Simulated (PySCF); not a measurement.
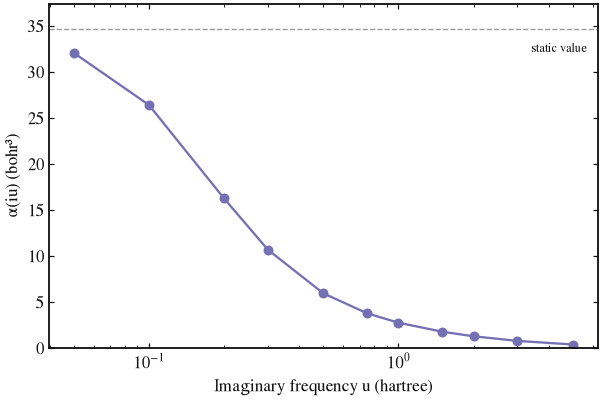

Dipole polarisability at imaginary frequency of Fe⁺ ([Ar] 3d⁶ 4s). Coupled response at the HF level; PySCF, aug-cc-pwCVTZ-DK, spin-free X2C-1e, unrestricted single determinants, no spin-orbit coupling.

Give the static polarisability, its fall-off and C₆.

The static dipole polarisability is 34.6 bohr³; α(iu) falls to half of it near u = 0.19 hartree. The Casimir–Polder integral gives C₆ = 180 hartree bohr⁶ for two such species.
